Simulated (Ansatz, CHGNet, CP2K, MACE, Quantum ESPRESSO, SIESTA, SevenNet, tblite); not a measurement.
## tblite runs on Mg2+ BF4- in dimethyl sulfoxide and 1,3-dioxolane at 400 K (73 atoms)

Wanted: tblite inputs and outputs for Mg2+ BF4- in dimethyl sulfoxide and 1,3-dioxolane at 400 K (73 atoms), checked against a plane-wave reference.

Program: tblite 0.8.0. Level of theory: the method is named at each step. Results are calculated unless marked as measured.

### Step 1. The structure

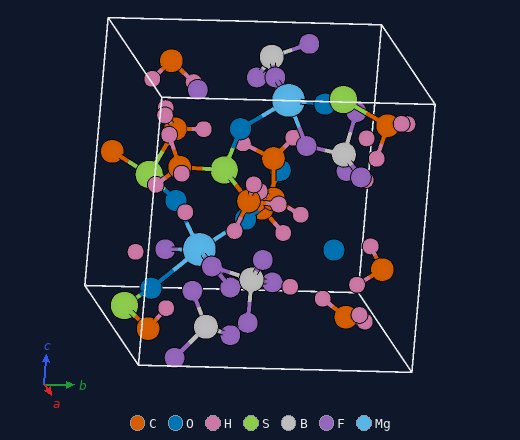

The cell as given, slightly off an axis (carbon orange, oxygen blue, hydrogen pink, sulfur green, boron light grey, fluorine purple, magnesium blue). Bonds to atoms that aren't drawn are left out. Some periodic images of atoms are drawn too.

The cell holds 73 atoms: 11 C, 6 O, 30 H, 4 S, 4 B, 16 F and 2 Mg. Its edges and angles: a = 9.474 Å, b = 9.474 Å, c = 9.474 Å, α = 90.0°, β = 90.0°, γ = 90.0°. 4 dimethyl sulfoxide, 1 1,3-dioxolane, 2 Mg2+, 4 BF4- placed at random, at 1.53 g/cm³; overlaps pushed apart, then 10 ps at 550 K with stiff harmonic cages for PF6 and BF4 with UFF radii; divalent ions of Li, Roberts, Chakravorty and Merz (J. Chem. Theory Comput. 9, 2733 (2013)); MMFF94 bonds, angles, torsions, charges and radii (Halgren, J. Comput. Chem. 17, 490 (1996)) in harmonic and 12-6 forms; charges of ions scaled by 0.8. Snapshot after 30 ps at 400 K and fixed volume. Then every atom was moved at random, 0.03 Å r.m.s. a Cartesian component (hydrogen 0.6 of that).

The yardstick, on the same geometry:

- method: Kohn-Sham DFT, PBE, SSSP efficiency 1.3.0 pseudopotentials, plane waves (Quantum ESPRESSO 7.5); sssp-pbe-1.3.0-efficiency, cutoffs 60/480 Ry, Γ point
- r.m.s. force component: 1.636 eV/Å
- longest force: 7.959 eV/Å
- pressure: 4.313 GPa
- gap (highest filled to lowest empty level): 4.215 eV
- time: 97 s on 2 MPI ranks of Arm Neoverse V2, shared host
- CPU time: 3.2 min

### Step 2. GFN1-xTB

Method: GFN1-xTB tight binding, diagonalisation.

run.py reads:

```python
import numpy as np
from ase.io import read
from tblite.ase import TBLite

atoms = read("structure.xyz")
atoms.calc = TBLite(method="GFN1-xTB", electronic_temperature=580, accuracy=1.0, max_iterations=250, mixer_damping=0.4, verbosity=1)
energy = atoms.get_potential_energy()
forces = atoms.get_forces()
print(f"energy {energy:.6f} eV")
print("forces (eV/A)")
for i, (a, f) in enumerate(zip(atoms, forces)):
    print(f"{i:4d} {a.symbol:2s} {f[0]:10.5f} {f[1]:10.5f} {f[2]:10.5f}")
stress = -atoms.get_stress(voigt=False) * 160.21766
print("stress (GPa, compression positive)")
for row in stress:
    print(" ".join(f"{x:10.4f}" for x in row))
print("charges (e)")
print(np.array2string(atoms.get_charges(), precision=4, suppress_small=True, max_line_width=110, threshold=100000))
```

structure.xyz reads:

```xyz
73
Lattice="9.47375 0.00000 0.00000 0.00000 9.47375 0.00000 0.00000 0.00000 9.47375" Properties=species:S:1:pos:R:3 pbc="T T T"
C 1.13761 5.88803 4.98765
C 2.23599 5.76667 3.87571
O 1.49742 5.02753 2.92578
C 0.36711 5.81035 2.99371
O 0.02899 6.40255 4.25277
H 1.27981 6.47919 5.77937
H 0.64545 4.89480 5.34954
H 2.97343 5.10465 4.35840
H 2.66241 6.66118 3.47488
H 0.41050 6.60860 2.15641
H 8.97789 5.11980 2.76378
C 7.14444 7.54300 1.20866
S 7.51988 6.71964 8.99210
C 8.18883 8.17708 8.30801
O 6.26461 6.36939 8.44935
H 6.69690 6.78292 1.70869
H 8.11891 7.79036 1.58240
H 6.51661 8.34798 0.88589
H 7.46863 9.01806 8.17225
H 9.09499 8.45561 8.64906
H 8.47872 7.83650 7.21360
C 0.33404 0.47037 4.85511
S 1.94382 1.46303 4.54361
C 2.00303 2.21733 6.19498
O 1.66729 2.52580 3.56706
H 0.52485 9.18186 5.60495
H 9.08343 1.24551 5.32993
H 0.04794 9.38072 3.99281
H 2.01990 3.19559 6.21592
H 0.97267 2.04624 6.61741
H 2.75781 1.65127 6.88060
C 5.45953 1.71778 5.85250
S 4.89395 3.39179 5.63148
C 6.57668 3.95245 5.04761
O 4.66753 3.87761 7.03691
H 4.92957 1.06362 5.05936
H 6.57620 1.55900 5.95330
H 5.13165 1.32661 6.89272
H 6.43684 5.03994 4.91536
H 7.37143 3.90442 5.87211
H 7.01181 3.46123 4.10630
C 3.76525 9.40459 1.93378
S 3.30388 0.69784 0.29482
C 4.96121 1.22069 9.45651
O 2.34191 1.78097 0.64838
H 4.41183 0.67813 2.52049
H 2.82157 9.14207 2.46801
H 4.24149 8.47171 1.51571
H 4.88561 2.06859 8.70230
H 5.49392 1.66558 0.87897
H 5.57435 0.47861 8.97894
B 4.28820 7.61595 6.10896
F 3.18650 7.99878 5.21018
F 4.34798 6.28460 6.39355
F 3.84956 8.01697 7.49430
F 5.52623 7.99954 5.68122
[... 13 atom lines left out ...]
F 2.65256 5.37541 8.29133
F 0.49159 5.21274 7.64295
Mg 4.68354 5.45129 8.08509
Mg 1.94420 3.42400 1.94496
```

Run with:

```bash
$ OMP_NUM_THREADS=1 python run.py > output.txt
```

Output:

```text
------------------------------------------------------------
  cycle        total energy    energy error   density error
------------------------------------------------------------
      1     -170.0811994790  -1.7081272E+02   6.3825322E-01
      2     -172.0807632839  -1.9995638E+00   3.2199101E-01
      3     -171.8131944552   2.6756883E-01   2.1144994E-01
      4     -172.3216828938  -5.0848844E-01   5.9244802E-02
      5     -172.3563052724  -3.4622379E-02   1.0947822E-02
      6     -172.3586506803  -2.3454079E-03   2.6425470E-03
      7     -172.3587018714  -5.1191014E-05   1.6712247E-03
      8     -172.3587361738  -3.4302490E-05   5.9814486E-04
      9     -172.3587394712  -3.2973895E-06   1.3410216E-04
     10     -172.3587395781  -1.0685594E-07   4.9463720E-05
     11     -172.3587395901  -1.2009167E-08   2.7774334E-05
     12     -172.3587396070  -1.6862714E-08   9.0590398E-06
------------------------------------------------------------
 total:                                   1.589 sec
energy -4690.120198 eV
forces (eV/A)
   0 C    -1.92637   -2.53947   -2.18131
   1 C     0.37360   -2.33722    3.12325
   2 O     0.64792    1.25939    1.17142
   3 C    -4.74143    0.49054   -3.27022
   4 O     1.78649   -0.18073   -1.69541
   5 H     1.08298    2.41539    3.11760
   6 H     1.94777    0.78278   -0.34913
   7 H     0.54257    0.19564   -0.53256
   8 H     0.03684    0.70821   -0.11779
   9 H    -0.03026   -0.62634    1.17333
  10 H     0.25121    0.40369   -0.29649
  11 C     1.41876    0.39373   -3.45323
  12 S     5.68159    0.27856    4.88688
  13 C    -2.48686    0.02603   -5.38262
  14 O    -5.18363   -0.54200   -2.80647
  15 H    -1.44551   -1.84060    1.77634
  16 H     0.08954    0.42177    0.26856
  17 H    -0.20144    0.50599    0.55238
  18 H     0.60335   -0.52628    0.38862
  19 H     2.59621    0.89977    1.92369
  20 H    -0.72916    0.64854    1.65185
  21 C     0.23225    2.10095    1.31077
  22 S     0.19903   -3.08891    1.57303
  23 C    -1.37226   -5.75807    1.79001
[...]
65 F    -0.77429   -1.42701    2.15758
  66 B     0.89174    0.97577    2.77608
  67 F    -0.63281    1.42232    0.01849
  68 F    -0.19207   -0.99012   -0.59720
  69 F     1.72634   -0.66016   -0.82531
  70 F    -1.19317   -0.98674   -1.18777
  71 Mg   -0.66458    0.10830    0.43638
  72 Mg   -0.31554   -0.35179   -1.35617
stress (GPa, compression positive)
    0.3379     0.2588     1.0925
    0.2588     2.3938    -0.7669
    1.0925    -0.7669    -1.7117
charges (e)
[ 0.1676  0.1803 -0.4104  0.3968 -0.4824  0.0691  0.0382  0.0408  0.0641  0.0396  0.0556 -0.0709  0.3195
 -0.0348 -0.3913  0.0748  0.0614  0.0579  0.0592  0.0889  0.0547 -0.0356  0.2886 -0.0557 -0.4267  0.0657
  0.0533  0.0813  0.0864  0.072   0.0687 -0.0333  0.2989 -0.034  -0.4394  0.0609  0.0645  0.0694  0.0797
  0.066   0.0838 -0.0381  0.2999 -0.0411 -0.4171  0.0545  0.0619  0.0611  0.0775  0.086   0.0615  0.7371
 -0.4049 -0.3113 -0.406  -0.3477  0.7573 -0.3254 -0.3256 -0.3175 -0.3494  0.7384 -0.4502 -0.3695 -0.2984
 -0.377   0.7576 -0.3809 -0.3462 -0.311  -0.3303  0.8308  0.8305]
```

The job ended after 2 s (1 thread of Arm Neoverse V2, shared host; peak memory 0.13 GiB).

Banners, paths, timers and routine set-up lines are dropped from the logs unmarked, and long logs keep their key lines alone; longer cuts are marked.

Against the reference:

```
r.m.s. force component                  : 1.524 eV/Å
r.m.s. difference of force components   : 289 meV/Å
longest difference of force vectors     : 1014 meV/Å
force difference over r.m.s. force      : 17.67 %
slope of forces against the reference's : 0.9187
correlation of force components         : 0.9857
pressure                                : 0.34 GPa
pressure difference                     : -3.973 GPa
```

Length of the force difference by element (eV/Å):

| element | atoms | mean | most |
| --- | --- | --- | --- |
| B | 4 | 0.59 | 0.84 |
| C | 11 | 0.44 | 0.98 |
| F | 16 | 0.58 | 1.0 |
| H | 30 | 0.25 | 0.40 |
| Mg | 2 | 0.77 | 0.92 |
| O | 6 | 0.56 | 0.87 |
| S | 4 | 0.59 | 0.79 |

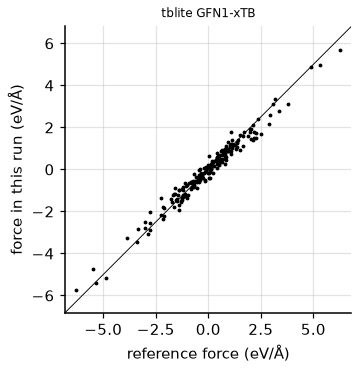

Force components against those of the reference; the line marks equality.

Local excerpt of 13 atoms (numbers count through the whole input) about Mg73, picked at random; x, y, z are measured from there.

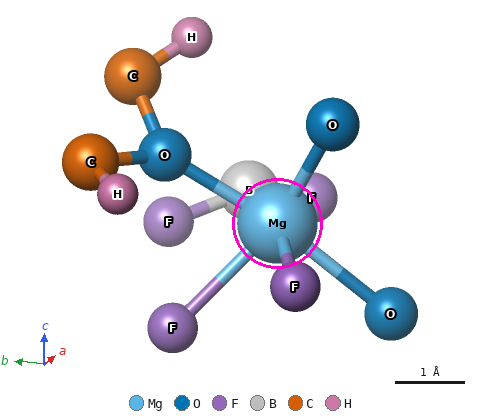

The atoms of the table, within 3.1 Å (arrows a, b, c point along x, y, z); some may hide others; the central atom is ringed.

| atom | x | y | z | distance (Å) | Mulliken charge (e) | Fx | Fy | Fz (eV/Å) |
| --- | --- | --- | --- | --- | --- | --- | --- | --- |
| Mg73 | 0.00 | 0.00 | 0.00 | 0.00 | 0.83 | -0.32 | -0.35 | -1.36 |
| O25 | -0.28 | -0.90 | 1.62 | 1.87 | -0.43 | -0.54 | 1.15 | -0.41 |
| F61 | 1.90 | 0.06 | -0.03 | 1.91 | -0.35 | 0.94 | 0.76 | 0.58 |
| F65 | -1.68 | -0.81 | -0.51 | 1.93 | -0.30 | 0.54 | 0.92 | 0.41 |
| O3 | -0.45 | 1.60 | 0.98 | 1.93 | -0.41 | 0.65 | 1.26 | 1.17 |
| O45 | 0.40 | -1.64 | -1.30 | 2.13 | -0.42 | 0.65 | 1.07 | 0.07 |
| F69 | -0.73 | 1.34 | -1.53 | 2.16 | -0.35 | -0.19 | -0.99 | -0.60 |
| F60 | 1.81 | 2.22 | -0.57 | 2.92 | -0.32 | -0.93 | 1.70 | 1.79 |
| B57 | 2.74 | 1.29 | -0.22 | 3.03 | 0.76 | 0.08 | -1.26 | -1.53 |
| C4 | -1.58 | 2.39 | 1.05 | 3.05 | 0.40 | -4.74 | 0.49 | -3.27 |
| C2 | 0.29 | 2.34 | 1.93 | 3.05 | 0.18 | 0.37 | -2.34 | 3.12 |
| H11 | -2.44 | 1.70 | 0.82 | 3.08 | 0.06 | 0.25 | 0.40 | -0.30 |
| H8 | 1.03 | 1.68 | 2.41 | 3.12 | 0.04 | 0.54 | 0.20 | -0.53 |

Atoms are counted from 1 here, from 0 in the log.

Forces lie 18 % from the reference's, at 0.011 times its CPU time (on 1 against 2 cores).

Left out of this page: tblite IPEA1-xTB (killed or ended with an error).

### Step 3. Outcome

| Item | Value |
| --- | --- |
| force difference from the reference | tblite GFN1-xTB, 18 % |
| its CPU time | 2 s |

Tight binding differs by 18 % (tblite GFN1-xTB); it is another model, with fitted parameters of its own, and the xTB methods hold dispersion. One electronic-structure run takes under half the reference's CPU time: tblite GFN1-xTB, at 18 % in 2 s against 3.2 min; its pressure misses by -4.0 GPa. Periodic xTB results under one method name differ between programs and library versions. The reference's pressure holds the uncorrected Pulay stress of its 60 Ry basis, so small pressure differences, and their order, may be the reference's own error. The network of contacts between molecules at the start is that of the classical potential that made the cell, and needn't be the one that DFT or experiment would give. The reference's stress is far from hydrostatic: its diagonal is 4.2, 6.6, 2.2 GPa, compression counted positive. The reference's PBE has no dispersion term, which matters for the binding between molecules or layers. The electronic-structure runs sample only Γ, in a cell whose shortest periodic width is 9 Å.

[Also dropped from logs without a mark: logging warnings of Python, and SIESTA's first energy breakdown and zero terms.]

[Logs are printed without paths, hosts, clocks, repeated set-up lines and the standing remarks that a program may print on its own settings, such as how far it seeks lower states.]

[Hosts, paths, dates, database ids (printed as entryN), source tags and the programs' standing remarks are cut or masked in the printed files.]

[The MMFF94 radii named for the starting cell were scaled by 0.96; in molecules described by MMFF94, hydrogen bound to N, O or S took a small fixed 12-6 site in their place.]
